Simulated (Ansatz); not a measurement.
**CH4F3GeN: one molecule under many settings**

Aim: run CH4F3GeN under a spread of inputs, and see what each costs and gives.

Computed with Ansatz 0.2.0, Gaussian basis. Level: the settings change from run to run.

### Step 1. The relaxed structure

An earlier PBE0-D4 in a triple-zeta def2 set relaxation fixed the geometry.

SMILES `C[NH][Ge]([F])([F])[F]`, 10 atoms, charge 0, spin multiplicity 1.

Atoms are counted from 1 here; the program's logs count them from 0.

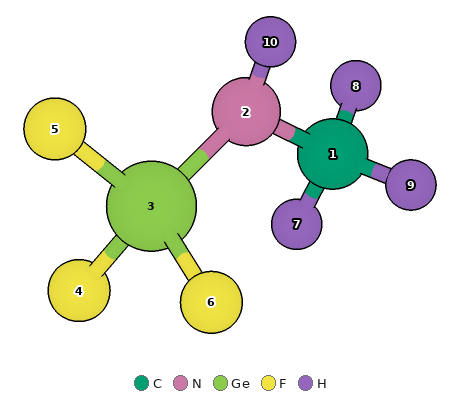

The geometry (carbon teal, nitrogen pink, germanium green, fluorine yellow, hydrogen purple); atoms are numbered from 1 in the order of the file.

### Step 2. PBEsol/6-31G*

Options: D4 dispersion, the search for lower states set to off.

File in.yaml:

```yaml
crystal:
  periodic: [false, false, false]
  atoms:
    - {symbol: C, position_ang: [0.073890, -1.216107, 0.802778]}
    - {symbol: N, position_ang: [0.574804, -0.360342, -0.262538]}
    - {symbol: Ge, position_ang: [-0.248321, 1.149463, -0.715101]}
    - {symbol: F, position_ang: [-1.883503, 0.840942, -1.097334]}
    - {symbol: F, position_ang: [0.521654, 1.849808, -2.067262]}
    - {symbol: F, position_ang: [-0.323166, 2.390903, 0.464871]}
    - {symbol: H, position_ang: [-1.015588, -1.256409, 0.757586]}
    - {symbol: H, position_ang: [0.440371, -2.233979, 0.654271]}
    - {symbol: H, position_ang: [0.362805, -0.883050, 1.805034]}
    - {symbol: H, position_ang: [1.580055, -0.332330, -0.339305]}
basis:
  gaussian: {orbitals: "6-31G*"}
hamiltonian: {xc: {name: PBEsol}, dispersion: d4}
scf: {lower_state_search: off}
output: {forces: true}
```

On the command line:

```console
> ansatz run in.yaml --threads 4 --pin off --events-out ev --progress --plain --max-ram 11315MiB
```

Standard output (excerpt; [...] marks lines left out):

```text
Functional definition: PBEsol
  name "PBEsol"
  cite "Perdew et al., Phys. Rev. Lett. 100, 136406 (2008) doi:10.1103/PhysRevLett.100.136406"
  cite "Perdew, Burke & Ernzerhof, Phys. Rev. Lett. 77, 3865 (1996) doi:10.1103/PhysRevLett.77.3865"
  parent pbesol
[...]
1266 factors; their error is unknown
[...]
mean field -67162.08410304 eV, -2468.1610666910 hartree, gradient 7.1e-6 eV, S^2 0.000000; 0 other end points of the search recorded, 0 dependent functions left out
[...]
reference -67162.08414405 eV, -2468.1610681982 hartree; 38, 38 occupied and 80, 80 virtual orbitals, 1266 factors
Total energy: -67162.15063999 eV, -2468.1635118790 hartree
Atom 0 at     0.073890    -1.216107     0.802778 Å, force     0.120700     0.266833    -0.189233 eV/Å
Atom 1 at     0.574804    -0.360342    -0.262538 Å, force    -0.408811    -0.334883    -0.050372 eV/Å
Atom 2 at    -0.248321     1.149463    -0.715101 Å, force     0.044875    -0.083620     0.086362 eV/Å
Atom 3 at    -1.883503     0.840942    -1.097334 Å, force    -0.395103    -0.111838    -0.088638 eV/Å
Atom 4 at     0.521654     1.849808    -2.067262 Å, force     0.206035     0.144604    -0.339682 eV/Å
Atom 5 at    -0.323166     2.390903     0.464871 Å, force    -0.015157     0.343228     0.319587 eV/Å
Atom 6 at    -1.015588    -1.256409     0.757586 Å, force    -0.453509     0.013617    -0.056978 eV/Å
Atom 7 at     0.440371    -2.233979     0.654271 Å, force     0.147764    -0.442092    -0.066351 eV/Å
Atom 8 at     0.362805    -0.883050     1.805034 Å, force     0.109783     0.117926     0.455019 eV/Å
Atom 9 at     1.580055    -0.332330    -0.339305 Å, force     0.643423     0.086224    -0.069714 eV/Å
Dipole moment:     0.365551    -0.530397     0.333192 e Å
Checks for a lower state left out: stability, starts, cluster_reference, orbital_swaps, neighbouring_geometries, increment
```

Run time: 1.1 s. Hardware: 4 threads of Arm Neoverse V2, shared host.

Largest force 0.653 eV/Å, dipole 3.48 D.

### Step 3. revPBE/def2-mTZVP

Edit in.yaml of step 2 so:

```diff
@@ -14,5 +14,3 @@
 basis:
-  gaussian: {orbitals: "6-31G*"}
-hamiltonian: {xc: {name: PBEsol}, dispersion: d4}
-scf: {lower_state_search: off}
-output: {forces: true}
+  gaussian: {orbitals: def2-mTZVP}
+hamiltonian: {xc: {name: revPBE}}
```

Launched as before.

Standard output:

```text
Functional definition: revPBE
  name "revPBE"
  cite "Zhang & Yang, Phys. Rev. Lett. 80, 890 (1998) doi:10.1103/PhysRevLett.80.890"
  cite "Perdew, Burke & Ernzerhof, Phys. Rev. Lett. 77, 3865 (1996) doi:10.1103/PhysRevLett.77.3865"
  parameter kappa = 1.245
  parameter beta = 0.06672455060314922
  exchange = pbe_x(kappa = kappa, mu = beta*pi^2/3)
  correlation = pbe_c(beta = beta)
1270 factors; their error is unknown
mean field evaluation 1: about -67245.5224 eV, gradient 9.4e1 eV
mean field evaluation 2: about -67203.4595 eV, gradient 1.7e2 eV
mean field evaluation 4: about -67260.0766 eV, gradient 1.6e1 eV
mean field evaluation 8: about -67260.5061 eV, gradient 2.5e-1 eV
mean field evaluation 16: about -67260.4602 eV, gradient 1.1e-3 eV
mean field -67260.46021725 eV, -2471.7763222067 hartree, gradient 4.9e-5 eV, S^2 0.000000; 0 other end points of the search recorded, 0 dependent functions left out
reference -67260.46026161 eV, -2471.7763238367 hartree; 38, 38 occupied and 105, 105 virtual orbitals, 1270 factors
Total energy: -67260.46026161 eV, -2471.7763238367 hartree
```

Run time: 1.4 s. Hardware: 4 threads of Arm Neoverse V2, shared host.

### Step 4. wB97M-V/aug-pcseg-2

Options: multiplicity 3.

Edit in.yaml of step 3 so:

```diff
@@ -14,3 +14,5 @@
 basis:
-  gaussian: {orbitals: def2-mTZVP}
-hamiltonian: {xc: {name: revPBE}}
+  gaussian: {orbitals: aug-pcseg-2}
+magnetization: {spin_polarized: true, initial_magnetization: 2}
+hamiltonian: {xc: {name: wB97M-V}}
+output: {forces: true}
```

Launched as before.

Standard output:

```text
Functional definition: wB97M-V
  name "wB97M-V"
  cite "Mardirossian & Head-Gordon, J. Chem. Phys. 144, 214110 (2016) doi:10.1063/1.4952647"
  cite "Becke, J. Chem. Phys. 107, 8554 (1997) doi:10.1063/1.475007"
  cite "Vydrov & Van Voorhis, J. Chem. Phys. 133, 244103 (2010) doi:10.1063/1.3521275"
  # Of w^i u^j: cxij and so on, Table III.
  parameter omega = 0.3/bohr
  parameter cx = 0.15
  parameter cx01 = 1.007
  parameter cx10 = 0.259
  parameter css00 = 0.443
  parameter css04 = -1.437
  parameter css10 = -4.535
  parameter css20 = -3.390
  parameter css43 = 4.278
  parameter cos00 = 1.000
  parameter cos10 = 1.358
  parameter cos20 = 2.924
  parameter cos21 = -8.812
  parameter cos60 = -1.390
  parameter cos61 = 9.142
  parameter b = 6.0
  parameter c = 0.01
  gx(w, u) = 1 - cx + cx01*u + cx10*w
  gss(w, u) = css00 + css04*u^4 + css10*w + css20*w^2 + css43*w^4*u^3
  gos(w, u) = cos00 + cos10*w + (cos20 + cos21*u)*w^2 + (cos60 + cos61*u)*w^6
  exchange = spin_sum(e_x_unif_sr(omega)*gx(b97_w, b97_u_x)) + cx*exact_x_sr(omega) + exact_x_lr(omega)
  correlation = spin_sum(e_c_pw_mod_same_spin*gss(b97_w, b97_u_same))
      + integral(e_c_pw_mod_opposite_spin*gos(b97_w_opposite, b97_u_opposite)) + vv10(b, c)
1681 factors; their error is unknown
637 factors; integrals over basis functions are off by at most 2.4e-5 eV
mean field evaluation 1: about -67251.1941 eV, gradient 4.5e1 eV
mean field evaluation 2: about -67250.6707 eV, gradient 5.3e1 eV
mean field evaluation 4: about -67257.9674 eV, gradient 1.9e0 eV
mean field evaluation 8: about -67258.0261 eV, gradient 2.4e-1 eV
mean field evaluation 16: about -67258.1645 eV, gradient 8.8e-3 eV
mean field evaluation 32: about -67257.9010 eV, gradient 2.6e0 eV
mean field -67258.16448369 eV, -2471.6919555543 hartree, gradient 3.6e-5 eV, S^2 2.004857; 2 other end points of the search recorded, 0 dependent functions left out
the calculation of the forces begins
reference -67258.16456420 eV, -2471.6919585129 hartree; 39, 37 occupied and 342, 344 virtual orbitals, 1681 factors
Total energy: -67258.16456420 eV, -2471.6919585129 hartree
Atom 0 at     0.073890    -1.216107     0.802778 Å, force    -0.794052    -0.989214    -0.865086 eV/Å
Atom 1 at     0.574804    -0.360342    -0.262538 Å, force     1.365416    -4.342858     2.986243 eV/Å
Atom 2 at    -0.248321     1.149463    -0.715101 Å, force    -2.191697     4.258963    -1.215816 eV/Å
Atom 3 at    -1.883503     0.840942    -1.097334 Å, force    -1.234458    -0.442784    -0.457124 eV/Å
Atom 4 at     0.521654     1.849808    -2.067262 Å, force     0.507340     0.270476    -1.096745 eV/Å
Atom 5 at    -0.323166     2.390903     0.464871 Å, force    -0.007273     0.942600     1.079528 eV/Å
Atom 6 at    -1.015588    -1.256409     0.757586 Å, force     0.098403     0.274324     0.014830 eV/Å
Atom 7 at     0.440371    -2.233979     0.654271 Å, force     0.263398     0.133139     0.148379 eV/Å
Atom 8 at     0.362805    -0.883050     1.805034 Å, force     0.367736     0.326723    -0.186585 eV/Å
Atom 9 at     1.580055    -0.332330    -0.339305 Å, force     1.625188    -0.431370    -0.407625 eV/Å
Dipole moment:     0.271990    -1.247676     0.587002 e Å
```

Wall time 98 s (4 threads of Arm Neoverse V2, shared host); peak memory 2.9 GiB.

Largest force 5.444 eV/Å, dipole 6.75 D, ⟨S²⟩ 2.005.

### Step 5. revPBE/def2-mTZVPP

This run has D3(BJ) dispersion.

Edit in.yaml of step 4 so:

```diff
@@ -14,5 +14,4 @@
 basis:
-  gaussian: {orbitals: aug-pcseg-2}
-magnetization: {spin_polarized: true, initial_magnetization: 2}
-hamiltonian: {xc: {name: wB97M-V}}
+  gaussian: {orbitals: def2-mTZVPP}
+hamiltonian: {xc: {name: revPBE}, dispersion: d3bj}
 output: {forces: true}
```

Launched as before.

Standard output (excerpt; [...] marks lines left out):

```text
Functional definition: revPBE
  name "revPBE"
  cite "Zhang & Yang, Phys. Rev. Lett. 80, 890 (1998) doi:10.1103/PhysRevLett.80.890"
  cite "Perdew, Burke & Ernzerhof, Phys. Rev. Lett. 77, 3865 (1996) doi:10.1103/PhysRevLett.77.3865"
[...]
1369 factors; their error is unknown
[...]
mean field -67260.73426246 eV, -2471.7863931822 hartree, gradient 7.1e-5 eV, S^2 0.000000; 0 other end points of the search recorded, 0 dependent functions left out
[...]
reference -67260.73429981 eV, -2471.7863945548 hartree; 38, 38 occupied and 133, 133 virtual orbitals, 1369 factors
Total energy: -67261.18606905 eV, -2471.8029967683 hartree
Atom 0 at     0.073890    -1.216107     0.802778 Å, force    -0.066316    -0.118476     0.209359 eV/Å
Atom 1 at     0.574804    -0.360342    -0.262538 Å, force     0.141830    -0.435754    -0.242871 eV/Å
Atom 2 at    -0.248321     1.149463    -0.715101 Å, force     0.251483    -0.355112     0.186214 eV/Å
Atom 3 at    -1.883503     0.840942    -1.097334 Å, force    -1.133483    -0.232342    -0.265596 eV/Å
Atom 4 at     0.521654     1.849808    -2.067262 Å, force     0.555368     0.471123    -0.956071 eV/Å
Atom 5 at    -0.323166     2.390903     0.464871 Å, force    -0.060156     0.876763     0.838222 eV/Å
Atom 6 at    -1.015588    -1.256409     0.757586 Å, force    -0.279180    -0.015276    -0.007524 eV/Å
Atom 7 at     0.440371    -2.233979     0.654271 Å, force     0.101975    -0.284489    -0.036981 eV/Å
Atom 8 at     0.362805    -0.883050     1.805034 Å, force     0.068572     0.078286     0.289633 eV/Å
Atom 9 at     1.580055    -0.332330    -0.339305 Å, force     0.419907     0.015277    -0.014384 eV/Å
Dipole moment:     0.352513    -0.549060     0.319072 e Å
```

Wall time 2.1 s (4 threads of Arm Neoverse V2, shared host).

Largest force 1.214 eV/Å, dipole 3.49 D.

### Step 6. CAM-B3LYP/aug-pcseg-2

This run has D3(BJ) dispersion.

Edit in.yaml of step 5 so:

```diff
@@ -14,4 +14,3 @@
 basis:
-  gaussian: {orbitals: def2-mTZVPP}
-hamiltonian: {xc: {name: revPBE}, dispersion: d3bj}
-output: {forces: true}
+  gaussian: {orbitals: aug-pcseg-2}
+hamiltonian: {xc: {name: CAM-B3LYP}, dispersion: d3bj}
```

The command is unchanged.

Standard output (excerpt; [...] marks lines left out):

```text
Functional definition: CAM-B3LYP
  name "CAM-B3LYP"
  cite "Yanai, Tew & Handy, Chem. Phys. Lett. 393, 51 (2004) doi:10.1016/j.cplett.2004.06.011"
  cite "Iikura, Tsuneda, Yanai & Hirao, J. Chem. Phys. 115, 3540 (2001) doi:10.1063/1.1383587"
  cite "Becke, Phys. Rev. A 38, 3098 (1988) doi:10.1103/PhysRevA.38.3098"
  cite "Lee, Yang & Parr, Phys. Rev. B 37, 785 (1988) doi:10.1103/PhysRevB.37.785"
  cite "Vosko, Wilk & Nusair, Can. J. Phys. 58, 1200 (1980) doi:10.1139/p80-159"
[...]
  # Exact exchange under (alpha + beta erf(omega r))/r, Becke's under what is left of 1/r.
[...]
1686 factors; their error is unknown
725 factors; integrals over basis functions are off by at most 2.3e-5 eV
[...]
mean field -67271.05520015 eV, -2472.1656806466 hartree, gradient 7.9e-5 eV, S^2 0.000000; 0 other end points of the search recorded, 0 dependent functions left out
reference -67271.05536522 eV, -2472.1656867127 hartree; 38, 38 occupied and 343, 343 virtual orbitals, 1686 factors
Total energy: -67271.20019342 eV, -2472.1710090510 hartree
```

It took 13 s on 4 threads of Arm Neoverse V2, shared host; peak memory 1.6 GiB.

### Step 7. RPBE/ANO-RCC-VTZP

Set apart from the defaults: multiplicity 3, finite nuclei, the search for lower states set to full.

Edit in.yaml of step 6 so:

```diff
@@ -14,3 +14,6 @@
 basis:
-  gaussian: {orbitals: aug-pcseg-2}
-hamiltonian: {xc: {name: CAM-B3LYP}, dispersion: d3bj}
+  gaussian: {orbitals: ANO-RCC-VTZP, nuclear_model: gaussian}
+magnetization: {spin_polarized: true, initial_magnetization: 2}
+hamiltonian: {xc: {name: RPBE}}
+scf: {lower_state_search: full}
+output: {forces: true}
```

The command is unchanged.

Standard output (excerpt; [...] marks lines left out):

```text
Functional definition: RPBE
  name "RPBE"
  cite "Hammer, Hansen & Nørskov, Phys. Rev. B 59, 7413 (1999) doi:10.1103/PhysRevB.59.7413"
  cite "Perdew, Burke & Ernzerhof, Phys. Rev. Lett. 77, 3865 (1996) doi:10.1103/PhysRevLett.77.3865"
[...]
1774 factors; their error is unknown
[...]
mean field -67863.32397709 eV, -2493.9311567449 hartree, gradient 4.8e-5 eV, S^2 2.003209; 14 other end points of the search recorded, 0 dependent functions left out
[...]
reference -67863.32406217 eV, -2493.9311598714 hartree; 39, 37 occupied and 210, 212 virtual orbitals, 1774 factors
Total energy: -67863.32406217 eV, -2493.9311598714 hartree
Relativity: scalar
Atom 0 at     0.073890    -1.216107     0.802778 Å, force    -0.714497    -0.890209    -0.922446 eV/Å
Atom 1 at     0.574804    -0.360342    -0.262538 Å, force     1.197255    -4.008136     2.757838 eV/Å
Atom 2 at    -0.248321     1.149463    -0.715101 Å, force    -1.924691     3.227053    -1.222034 eV/Å
Atom 3 at    -1.883503     0.840942    -1.097334 Å, force    -2.405421    -0.667389    -0.691172 eV/Å
Atom 4 at     0.521654     1.849808    -2.067262 Å, force     1.139654     0.725893    -1.913648 eV/Å
Atom 5 at    -0.323166     2.390903     0.464871 Å, force     0.078701     1.744161     1.983618 eV/Å
Atom 6 at    -1.015588    -1.256409     0.757586 Å, force    -0.276299     0.277625     0.010608 eV/Å
Atom 7 at     0.440371    -2.233979     0.654271 Å, force     0.424646    -0.231526     0.147099 eV/Å
Atom 8 at     0.362805    -0.883050     1.805034 Å, force     0.457977     0.341927     0.232297 eV/Å
Atom 9 at     1.580055    -0.332330    -0.339305 Å, force     2.022675    -0.519399    -0.382159 eV/Å
Dipole moment:     0.255690    -1.149493     0.629805 e Å
```

It took 79 s on 4 threads of Arm Neoverse V2, shared host; peak memory 1.4 GiB.

Largest force 5.010 eV/Å, dipole 6.41 D, ⟨S²⟩ 2.003.

### Step 8. B97/aug-cc-pVDZ

Edit in.yaml of step 7 so:

```diff
@@ -14,6 +14,4 @@
 basis:
-  gaussian: {orbitals: ANO-RCC-VTZP, nuclear_model: gaussian}
-magnetization: {spin_polarized: true, initial_magnetization: 2}
-hamiltonian: {xc: {name: RPBE}}
-scf: {lower_state_search: full}
+  gaussian: {orbitals: aug-cc-pVDZ}
+hamiltonian: {xc: {name: B97}}
 output: {forces: true}
```

Same command.

Standard output (excerpt; [...] marks lines left out):

```text
Functional definition: B97
  name "B97"
  cite "Becke, J. Chem. Phys. 107, 8554 (1997) doi:10.1063/1.475007"
[...]
      + integral(e_c_pw_opposite_spin*poly(b97_u_opposite, cos0, cos1, cos2))
1839 factors; integrals over basis functions are off by at most 8.4e-4 eV
[...]
mean field -67258.58329579 eV, -2471.7073466151 hartree, gradient 2.8e-5 eV, S^2 0.000000; 0 other end points of the search recorded, 0 dependent functions left out
[...]
reference -67258.58333803 eV, -2471.7073481673 hartree; 38, 38 occupied and 149, 149 virtual orbitals, 1839 factors
Total energy: -67258.58333803 eV, -2471.7073481673 hartree
Atom 0 at     0.073890    -1.216107     0.802778 Å, force    -0.068807    -0.107563     0.169108 eV/Å
Atom 1 at     0.574804    -0.360342    -0.262538 Å, force     0.164423    -0.271011    -0.193115 eV/Å
Atom 2 at    -0.248321     1.149463    -0.715101 Å, force     0.269328    -0.389290     0.176883 eV/Å
Atom 3 at    -1.883503     0.840942    -1.097334 Å, force    -0.920592    -0.166784    -0.213458 eV/Å
Atom 4 at     0.521654     1.849808    -2.067262 Å, force     0.441473     0.397299    -0.770974 eV/Å
Atom 5 at    -0.323166     2.390903     0.464871 Å, force    -0.059104     0.705602     0.653909 eV/Å
Atom 6 at    -1.015588    -1.256409     0.757586 Å, force    -0.267597    -0.014518    -0.011582 eV/Å
Atom 7 at     0.440371    -2.233979     0.654271 Å, force     0.100439    -0.253811    -0.039096 eV/Å
Atom 8 at     0.362805    -0.883050     1.805034 Å, force     0.075673     0.078220     0.256811 eV/Å
Atom 9 at     1.580055    -0.332330    -0.339305 Å, force     0.264763     0.021856    -0.028485 eV/Å
Dipole moment:     0.367498    -0.572769     0.336360 e Å
```

Wall time 9.5 s (4 threads of Arm Neoverse V2, shared host); peak memory 0.71 GiB.

Largest force 0.973 eV/Å, dipole 3.65 D.

### Step 9. B2GP-PLYP/STO-3G

Edit in.yaml of step 8 so:

```diff
@@ -14,4 +14,3 @@
 basis:
-  gaussian: {orbitals: aug-cc-pVDZ}
-hamiltonian: {xc: {name: B97}}
-output: {forces: true}
+  gaussian: {orbitals: STO-3G}
+hamiltonian: {xc: {name: B2GP-PLYP}}
```

The command is unchanged.

Standard output (excerpt; [...] marks lines left out):

```text
Functional definition: B2GP-PLYP
  name "B2GP-PLYP"
  cite "Karton, Tarnopolsky, Lamère, Schatz & Martin, J. Phys. Chem. A 112, 12868 (2008) doi:10.1021/jp801805p"
  cite "Becke, Phys. Rev. A 38, 3098 (1988) doi:10.1103/PhysRevA.38.3098"
  cite "Lee, Yang & Parr, Phys. Rev. B 37, 785 (1988) doi:10.1103/PhysRevB.37.785"
[...]
607 factors; integrals over basis functions are off by at most 3.2e-5 eV
[...]
mean field -66429.32591726 eV, -2441.2327000451 hartree, gradient 1.1e-6 eV, S^2 0.000000; 0 other end points of the search recorded, 0 dependent functions left out
14 core orbitals not correlated: weight in the atoms' cores, before any rotation towards them, 1.000 or more for the frozen orbitals, at most 0.000 for the correlated occupied ones
reference -66429.32599821 eV, -2441.2327030199 hartree; 24, 24 occupied and 9, 9 virtual orbitals, 607 factors
second order -5.95827145 eV of doubles, -0.00000000 eV of singles
Total energy: -66431.47097593 eV, -2441.3115294973 hartree
```

Run time: 0.85 s. Hardware: 4 threads of Arm Neoverse V2, shared host.

### Step 10. PBE-QIDH/def2-mTZVP

This run has a grid of angular degree 47, a point charge of 0.50 e beside it.

Edit in.yaml of step 9 so:

```diff
@@ -14,3 +14,4 @@
 basis:
-  gaussian: {orbitals: STO-3G}
-hamiltonian: {xc: {name: B2GP-PLYP}}
+  gaussian: {orbitals: def2-mTZVP, final_grid: {core_spheres: 20, valence_spheres: 16, degree: 47}, point_charges: [{charge: 0.50, position_ang: [5.025, 0.855, 0.423]}]}
+hamiltonian: {xc: {name: PBE-QIDH}}
+output: {forces: true}
```

Launched as before.

Standard output (excerpt; [...] marks lines left out):

```text
Functional definition: PBE-QIDH
  name "PBE-QIDH"
  cite "Brémond, Sancho-García, Pérez-Jiménez & Adamo, J. Chem. Phys. 141, 031101 (2014) doi:10.1063/1.4890314"
  cite "Perdew, Burke & Ernzerhof, Phys. Rev. Lett. 77, 3865 (1996) doi:10.1103/PhysRevLett.77.3865"
[...]
1253 factors; integrals over basis functions are off by at most 1.1e-3 eV
[...]
mean field -67226.58791010 eV, -2470.5315378782 hartree, gradient 6.3e-6 eV, S^2 0.000000; 0 other end points of the search recorded, 0 dependent functions left out
14 core orbitals not correlated: weight in the atoms' cores, before any rotation towards them, 1.000 or more for the frozen orbitals, at most 0.000 for the correlated occupied ones
reference -67226.58792068 eV, -2470.5315382670 hartree; 24, 24 occupied and 105, 105 virtual orbitals, 1253 factors
second order -33.85463519 eV of doubles, -0.00000000 eV of singles
[...]
Atom 0 at     0.073890    -1.216107     0.802778 Å, force    -0.083121    -0.195938     0.198302 eV/Å
Atom 1 at     0.574804    -0.360342    -0.262538 Å, force     0.092251     0.256941    -0.043163 eV/Å
Atom 2 at    -0.248321     1.149463    -0.715101 Å, force    -0.526689     0.117843    -0.134364 eV/Å
Atom 3 at    -1.883503     0.840942    -1.097334 Å, force     0.390426     0.044742     0.106974 eV/Å
Atom 4 at     0.521654     1.849808    -2.067262 Å, force     0.010758    -0.117130     0.249948 eV/Å
Atom 5 at    -0.323166     2.390903     0.464871 Å, force     0.107807    -0.208874    -0.181134 eV/Å
Atom 6 at    -1.015588    -1.256409     0.757586 Å, force     0.214153     0.011973    -0.004621 eV/Å
Atom 7 at     0.440371    -2.233979     0.654271 Å, force    -0.079745     0.197374     0.007714 eV/Å
Atom 8 at     0.362805    -0.883050     1.805034 Å, force    -0.065986    -0.043038    -0.184754 eV/Å
Atom 9 at     1.580055    -0.332330    -0.339305 Å, force    -0.120549    -0.105532    -0.019115 eV/Å
Dipole moment:     0.308940    -0.594361     0.356632 e Å
```

It took 13 s on 4 threads of Arm Neoverse V2, shared host; peak memory 0.53 GiB.

Largest force 0.556 eV/Å, dipole 3.65 D.

### Step 11. The runs in one table

| level | charge | multiplicity | geometry | functions | energy (eV) | time |
| --- | --- | --- | --- | --- | --- | --- |
| PBEsol/6-31G* | 0 | 1 | relaxed | 118 | -67162.151 | 1.1 s |
| revPBE/def2-mTZVP | 0 | 1 | relaxed | 143 | -67260.460 | 1.4 s |
| wB97M-V/aug-pcseg-2 | 0 | 3 | relaxed | 381 | -67258.165 | 98 s |
| revPBE/def2-mTZVPP | 0 | 1 | relaxed | 171 | -67261.186 | 2.1 s |
| CAM-B3LYP/aug-pcseg-2 | 0 | 1 | relaxed | 381 | -67271.200 | 13 s |
| RPBE/ANO-RCC-VTZP | 0 | 3 | relaxed | 249 | -67863.324 | 79 s |
| B97/aug-cc-pVDZ | 0 | 1 | relaxed | 187 | -67258.583 | 9.5 s |
| B2GP-PLYP/STO-3G | 0 | 1 | relaxed | 47 | -66431.471 | 0.85 s |
| PBE-QIDH/def2-mTZVP | 0 | 1 | relaxed, point charge | 143 | -67237.873 | 13 s |

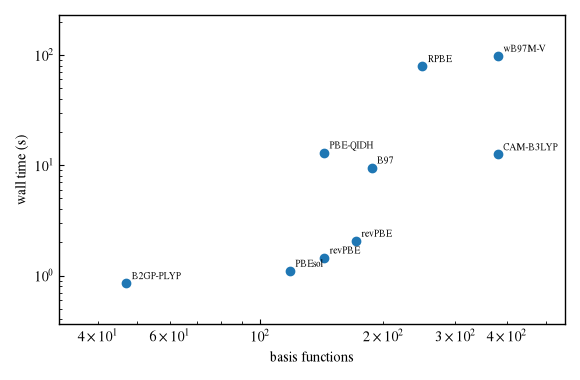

Wall time against the number of basis functions (shared host).

### Step 12. What came out

| quantity | value |
| --- | --- |
| runs | 9 |
| quickest | B2GP-PLYP/STO-3G, 0.85 s |
| slowest | wB97M-V/aug-pcseg-2, 98 s |
| spread of total energies, same state and geometry | 839.7 eV |
| dipole, same state and geometry | 3.48 to 3.65 D |

In words: Run time spans a factor of 115, from B2GP-PLYP/STO-3G to wB97M-V/aug-pcseg-2. The jobs differ in tasks and options as well as level. Total energies at one charge and spin differ by 840 eV between levels, so only differences within one level mean anything. At the PBE0-D4/def2-TZVP geometry and in the same state, the sound runs without point charges leave forces up to 1.21 eV/Å (revPBE/def2-mTZVPP). At that geometry and state the dipole changes by 5 % between the lowest and highest value.
